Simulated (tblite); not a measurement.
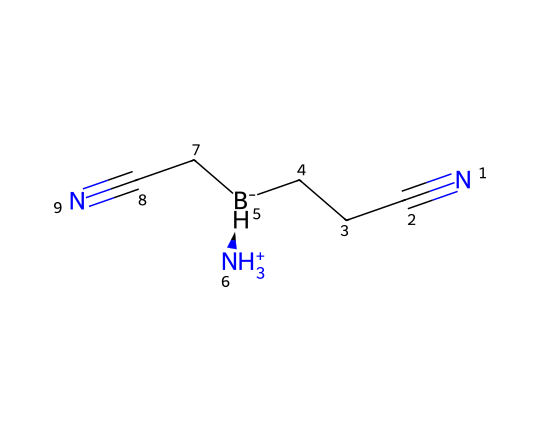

A structural formula, with wedges where it has stereocentres; small numbers name the atoms. The configuration is that of a computed structure (GFN2-xTB).

Assign CIP descriptors.

Answer. B5: R.

Give a SMILES with the stereochemistry.

Answer. N#CCC[B@@H-]([NH3+])CC#N
